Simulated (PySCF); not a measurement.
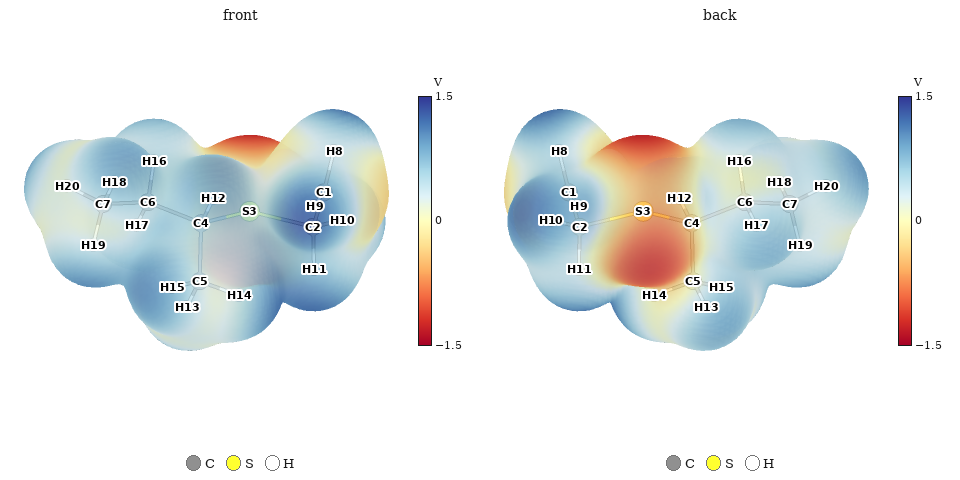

*C₆H₁₃S (SMILES [CH2]CS[C@H](C)CC) (doublet). The molecular electrostatic potential painted on the density surface at 0.004 e/bohr³, seen from the front and from behind; the colour scale runs from red (negative) to blue (positive).*

Geometry: PBE0-D3(BJ)/def2-SVP.

Theory: UKS B3LYP, IGLO-III on C S, pcH-1 on H, non-relativistic, mean-field spin-orbit, GIAO (PySCF).

```yaml
atoms:
  - { symbol: C, position_ang: [2.9058, 0.5713, 0.4291] }
  - { symbol: C, position_ang: [2.5420, -0.5044, -0.5074] }
  - { symbol: S, position_ang: [1.0023, -0.1490, -1.4592] }
  - { symbol: C, position_ang: [-0.2403, 0.0125, -0.1266] }
  - { symbol: C, position_ang: [-0.4500, -1.2933, 0.6200] }
  - { symbol: C, position_ang: [-1.5090, 0.5484, -0.7906] }
  - { symbol: C, position_ang: [-2.6318, 0.8692, 0.1838] }
  - { symbol: H, position_ang: [3.2781, 1.5241, 0.0451] }
  - { symbol: H, position_ang: [2.6327, 0.5159, 1.4857] }
  - { symbol: H, position_ang: [3.2877, -0.6181, -1.3111] }
  - { symbol: H, position_ang: [2.4410, -1.4812, -0.0106] }
  - { symbol: H, position_ang: [0.1351, 0.7823, 0.5702] }
  - { symbol: H, position_ang: [-0.8382, -2.0691, -0.0585] }
  - { symbol: H, position_ang: [0.4877, -1.6668, 1.0576] }
  - { symbol: H, position_ang: [-1.1639, -1.1662, 1.4492] }
  - { symbol: H, position_ang: [-1.2410, 1.4555, -1.3571] }
  - { symbol: H, position_ang: [-1.8570, -0.1862, -1.5387] }
  - { symbol: H, position_ang: [-2.3014, 1.5855, 0.9534] }
  - { symbol: H, position_ang: [-3.0028, -0.0286, 0.7012] }
  - { symbol: H, position_ang: [-3.4873, 1.3196, -0.3416] }
```

### Where is the surface potential most negative and most positive?

The most negative region (about −1.2 V) lies over S3, the most positive (about +1.2 V) over H9, H10 and H11.
